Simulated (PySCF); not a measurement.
**SiH4O (Si(OH)H3): PBE/STO-6G**

What is the vertical ionisation energy of SiH4O (Si(OH)H3) at PBE/STO-6G? The job is set up through a Python script.

The results are computed with PySCF 2.14.0.

6 further runs of the same task are left out: 6 set aside as unsound or not needed.

**1. The system as given**

The species is SiH4O (6 atoms), meant as a singlet with charge 0. SMILES: `[H][Si]([H])([H])O`. The coordinates come from a GFN2-xTB relaxation.

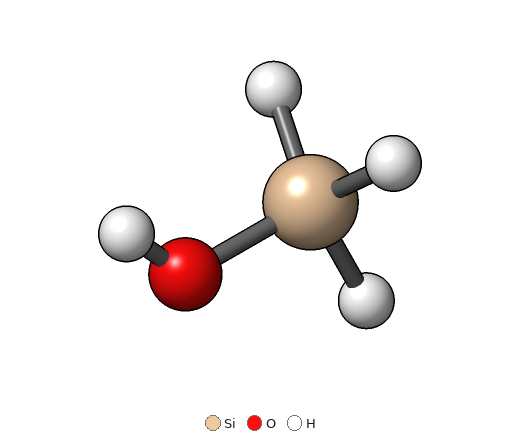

The structure, seen from a chosen angle (silicon light orange, oxygen red, hydrogen white).

**2. The energy at PBE/STO-6G**

mol.xyz reads:

```xyz
6
H4OSi
Si    -0.059940    -0.114970    -0.407910
O     -0.059540    -0.091910     1.217130
H      0.327320     0.620940     1.717260
H      1.313150    -0.112770    -0.916850
H     -0.760380     1.058380    -0.933190
H     -0.760600    -1.359670    -0.676430
```

input.py reads:

```python
from pyscf import gto, dft

mol = gto.M(
    atom='mol.xyz',
    verbose=4,
    basis='sto-6g',
    max_memory=1860,
)

calc0 = dft.RKS(mol, xc='pbe')
calc0.conv_tol = 1e-10
calc0.grids.level = 5
calc0.kernel()
if not calc0.converged:
    calc0 = calc0.newton().run(calc0.mo_coeff, calc0.mo_occ)

e_final = calc0.e_tot
print('E = %.10f Eh' % e_final)
```

Command:

```
$ OMP_NUM_THREADS=1 python input.py
```

Output:

```text
PySCF version 2.14.0

[INPUT] num. atoms = 6
[INPUT] num. electrons = 26
[INPUT] charge = 0
[INPUT] spin (= nelec alpha-beta = 2S) = 0
[INPUT] symmetry False subgroup None
[INPUT] Mole.unit = angstrom
[INPUT] Symbol           X                Y                Z      unit          X                Y                Z       unit  Magmom
[INPUT]  1 Si    -0.059940000000  -0.114970000000  -0.407910000000 AA   -0.113270183906  -0.217261812541  -0.770838183471 Bohr   0.0
[INPUT]  2 O     -0.059540000000  -0.091910000000   1.217130000000 AA   -0.112514293457  -0.173684728109   2.300042357992 Bohr   0.0
[INPUT]  3 H      0.327320000000   0.620940000000   1.717260000000 AA    0.618545155093   1.173406539787   3.245151084671 Bohr   0.0
[INPUT]  4 H      1.313150000000  -0.112770000000  -0.916850000000 AA    2.481493860473  -0.213104415067  -1.732595397307 Bohr   0.0
[INPUT]  5 H     -0.760380000000   1.058380000000  -0.933190000000 AA   -1.436909950597   2.000048335717  -1.763473522183 Bohr   0.0
[INPUT]  6 H     -0.760600000000  -1.359670000000  -0.676430000000 AA   -1.437325690344  -2.569403919787  -1.278267442440 Bohr   0.0

nuclear repulsion = 65.6694777873125
number of shells = 12
number of NR pGTOs = 108
number of NR cGTOs = 18
basis = sto-6g
ecp = {}

******** <class 'pyscf.dft.rks.RKS'> ********
method = RKS
initial guess = minao
damping factor = 0
level_shift factor = 0
DIIS = <class 'pyscf.scf.diis.CDIIS'>
diis_start_cycle = 1
diis_space = 8
diis_damp = 0
SCF conv_tol = 1e-10
SCF conv_tol_grad = None
SCF max_cycles = 50
direct_scf = True
direct_scf_tol = 1e-13
XC library pyscf.dft.libxc version 7.0.0
    S. Lehtola, C. Steigemann, M. J.T. Oliveira, and M. A.L. Marques.,  SoftwareX 7, 1–5 (2018)
XC functionals = pbe
    J. P. Perdew, K. Burke, and M. Ernzerhof.,  Phys. Rev. Lett. 77, 3865 (1996)
    J. P. Perdew, K. Burke, and M. Ernzerhof.,  Phys. Rev. Lett. 78, 1396 (1997)
    J. P. Perdew, K. Burke, and M. Ernzerhof.,  Phys. Rev. Lett. 77, 3865 (1996)
    J. P. Perdew, K. Burke, and M. Ernzerhof.,  Phys. Rev. Lett. 78, 1396 (1997)
radial grids:
    Treutler-Ahlrichs [JCP 102, 346 (1995); DOI:10.1063/1.469408] (M4) radial grids

becke partition: Becke, JCP 88, 2547 (1988); DOI:10.1063/1.454033
pruning grids: <function nwchem_prune>
grids dens level: 5
symmetrized grids: False
atomic radii adjust function: <function treutler_atomic_radii_adjust>
small_rho_cutoff = 0
Set gradient conv threshold to 1e-05
Initial guess from minao.
tot grids = 180696
init E= -365.461461991147
  HOMO = -0.316599671945139  LUMO = 0.128946814810348  gap/eV = 12.12394
cycle= 1 E= -365.338545021241  delta_E= 0.123  |g|= 0.587  |ddm|= 2.61
  HOMO = 0.102216186694833  LUMO = 0.236482027122343  gap/eV = 3.65356
cycle= 2 E= -365.033155487298  delta_E= 0.305  |g|= 1.23  |ddm|= 2.56
  HOMO = -0.0845732884738585  LUMO = 0.23830210527868  gap/eV = 8.78589
cycle= 3 E= -365.460569226607  delta_E= -0.427  |g|= 0.0589  |ddm|=  1.8
  HOMO = -0.0766569102954394  LUMO = 0.246478857214532  gap/eV = 8.79297
cycle= 4 E= -365.461967630031  delta_E= -0.0014  |g|= 0.0222  |ddm|= 0.16
  HOMO = -0.0819561618064469  LUMO = 0.241662577278964  gap/eV = 8.80611
cycle= 5 E= -365.462170194275  delta_E= -0.000203  |g|= 0.00348  |ddm|= 0.0423
  HOMO = -0.0823119198651415  LUMO = 0.241740644775321  gap/eV = 8.81792
cycle= 6 E= -365.462175616146  delta_E= -5.42e-06  |g|= 0.000399  |ddm|= 0.00699
  HOMO = -0.082434943448551  LUMO = 0.241696349945292  gap/eV = 8.82006
cycle= 7 E= -365.462175673801  delta_E= -5.77e-08  |g|= 4.47e-05  |ddm|= 0.000666
  HOMO = -0.0824406148666125  LUMO = 0.241694014810117  gap/eV = 8.82015
cycle= 8 E= -365.462175674627  delta_E= -8.26e-10  |g|= 8.44e-06  |ddm|= 9.42e-05
  HOMO = -0.0824430690507125  LUMO = 0.241692529450959  gap/eV = 8.82018
cycle= 9 E= -365.462175674658  delta_E= -3.05e-11  |g|= 3.06e-07  |ddm|= 1.68e-05
  HOMO = -0.0824432474479662  LUMO = 0.24169242938585  gap/eV = 8.82018
Extra cycle  E= -365.462175674659  delta_E= -7.96e-13  |g|= 4.1e-07  |ddm|= 1.16e-06
converged SCF energy = -365.462175674659
E = -365.4621756747 Eh
```

It took 3.6 s on 1 thread of Arm Neoverse V1, shared host; peak memory 0.2 GiB.

**3. The doublet cation**

input.py reads:

```python
from pyscf import gto, dft

system = gto.M(
    atom='''
Si    -0.059940    -0.114970    -0.407910
O     -0.059540    -0.091910     1.217130
H      0.327320     0.620940     1.717260
H      1.313150    -0.112770    -0.916850
H     -0.760380     1.058380    -0.933190
H     -0.760600    -1.359670    -0.676430
''',
    verbose=4,
    charge=1,
    basis='sto-6g',
    max_memory=1860,
    spin=1,
)

mf = dft.UKS(system, xc='pbe')
mf.grids.level = 5
mf.conv_tol = 1e-10
mf.kernel()
if not mf.converged:
    mf = mf.newton().run(mf.mo_coeff, mf.mo_occ)

e_final = mf.e_tot
print('E = %.10f Eh' % e_final)
```

Command:

```
$ OMP_NUM_THREADS=1 python input.py
```

Output:

```text
PySCF version 2.14.0

[INPUT] num. atoms = 6
[INPUT] num. electrons = 25
[INPUT] charge = 1
[INPUT] spin (= nelec alpha-beta = 2S) = 1
[INPUT] symmetry False subgroup None
[INPUT] Mole.unit = angstrom
[INPUT] Symbol           X                Y                Z      unit          X                Y                Z       unit  Magmom
[INPUT]  1 Si    -0.059940000000  -0.114970000000  -0.407910000000 AA   -0.113270183906  -0.217261812541  -0.770838183471 Bohr   0.0
[INPUT]  2 O     -0.059540000000  -0.091910000000   1.217130000000 AA   -0.112514293457  -0.173684728109   2.300042357992 Bohr   0.0
[INPUT]  3 H      0.327320000000   0.620940000000   1.717260000000 AA    0.618545155093   1.173406539787   3.245151084671 Bohr   0.0
[INPUT]  4 H      1.313150000000  -0.112770000000  -0.916850000000 AA    2.481493860473  -0.213104415067  -1.732595397307 Bohr   0.0
[INPUT]  5 H     -0.760380000000   1.058380000000  -0.933190000000 AA   -1.436909950597   2.000048335717  -1.763473522183 Bohr   0.0
[INPUT]  6 H     -0.760600000000  -1.359670000000  -0.676430000000 AA   -1.437325690344  -2.569403919787  -1.278267442440 Bohr   0.0

nuclear repulsion = 65.6694777873125
number of shells = 12
number of NR pGTOs = 108
number of NR cGTOs = 18
basis = sto-6g
ecp = {}

******** <class 'pyscf.dft.uks.UKS'> ********
method = UKS
initial guess = minao
damping factor = 0
level_shift factor = 0
DIIS = <class 'pyscf.scf.diis.CDIIS'>
diis_start_cycle = 1
diis_space = 8
diis_damp = 0
SCF conv_tol = 1e-10
SCF conv_tol_grad = None
SCF max_cycles = 50
direct_scf = True
direct_scf_tol = 1e-13
number electrons alpha = 13  beta = 12
XC library pyscf.dft.libxc version 7.0.0
    S. Lehtola, C. Steigemann, M. J.T. Oliveira, and M. A.L. Marques.,  SoftwareX 7, 1–5 (2018)
XC functionals = pbe
    J. P. Perdew, K. Burke, and M. Ernzerhof.,  Phys. Rev. Lett. 77, 3865 (1996)
    J. P. Perdew, K. Burke, and M. Ernzerhof.,  Phys. Rev. Lett. 78, 1396 (1997)
    J. P. Perdew, K. Burke, and M. Ernzerhof.,  Phys. Rev. Lett. 77, 3865 (1996)
    J. P. Perdew, K. Burke, and M. Ernzerhof.,  Phys. Rev. Lett. 78, 1396 (1997)
radial grids:
    Treutler-Ahlrichs [JCP 102, 346 (1995); DOI:10.1063/1.469408] (M4) radial grids

becke partition: Becke, JCP 88, 2547 (1988); DOI:10.1063/1.454033
pruning grids: <function nwchem_prune>
grids dens level: 5
symmetrized grids: False
atomic radii adjust function: <function treutler_atomic_radii_adjust>
small_rho_cutoff = 0
Set gradient conv threshold to 1e-05
tot grids = 180696
init E= -365.461461991147
[... the frontier-level lines of each cycle are left out ...]


cycle= 1 E= -365.01058090015  delta_E= 0.451  |g|= 0.423  |ddm|= 1.87
cycle= 2 E= -364.372599463373  delta_E= 0.638  |g|= 1.14  |ddm|= 2.02
cycle= 3 E= -365.12922003918  delta_E= -0.757  |g|= 0.241  |ddm|= 1.36
cycle= 4 E= -365.174816622252  delta_E= -0.0456  |g|= 0.0282  |ddm|= 0.331
cycle= 5 E= -365.175394008598  delta_E= -0.000577  |g|= 0.00864  |ddm|= 0.0357
cycle= 6 E= -365.175464135128  delta_E= -7.01e-05  |g|= 0.00217  |ddm|= 0.0191
cycle= 7 E= -365.175468387456  delta_E= -4.25e-06  |g|= 0.000385  |ddm|= 0.00431
cycle= 8 E= -365.175468500043  delta_E= -1.13e-07  |g|= 0.000234  |ddm|= 0.00113
cycle= 9 E= -365.17546854554  delta_E= -4.55e-08  |g|= 4.89e-05  |ddm|= 0.00038
cycle= 10 E= -365.17546854779  delta_E= -2.25e-09  |g|= 1.48e-05  |ddm|= 0.000193
cycle= 11 E= -365.175468548115  delta_E= -3.25e-10  |g|= 9.11e-07  |ddm|= 6.66e-05
cycle= 12 E= -365.175468548115  delta_E= -7.96e-13  |g|= 6.25e-07  |ddm|= 3.53e-06
Extra cycle  E= -365.175468548112  delta_E= 3.75e-12  |g|= 2.05e-06  |ddm|= 4.45e-06
converged SCF energy = -365.175468548112  <S^2> = 0.7527814  2S+1 = 2.0027795
E = -365.1754685481 Eh
```

Wall time 6 s (1 thread of Arm Neoverse V1, shared host); peak memory 0.2 GiB.

**4. Summary of results**

At PBE/STO-6G:

```
                                          quantity          value
                       singlet SiH4O: total energy  -365.46218 Eh
                      singlet SiH4O: dipole moment         1.17 D
                        singlet SiH4O: HOMO energy       -2.24 eV
                        singlet SiH4O: LUMO energy        6.58 eV
                      singlet SiH4O: HOMO–LUMO gap        8.82 eV
                      doublet cation: total energy  -365.17547 Eh
doublet cation: HOMO energy (highest over α and β)      -13.57 eV
 doublet cation: LUMO energy (lowest over α and β)      -12.85 eV
                              doublet cation: ⟨S²⟩          0.753
vertical ionisation energy (to the doublet cation)       7.802 eV
```

Removing an electron at fixed nuclei costs 7.80 eV (753 kJ/mol). −ε(HOMO) before ionisation, 2.24 eV, is 5.56 eV below this ionisation energy. In a minimal basis such a difference can be off by several eV, whatever the method.
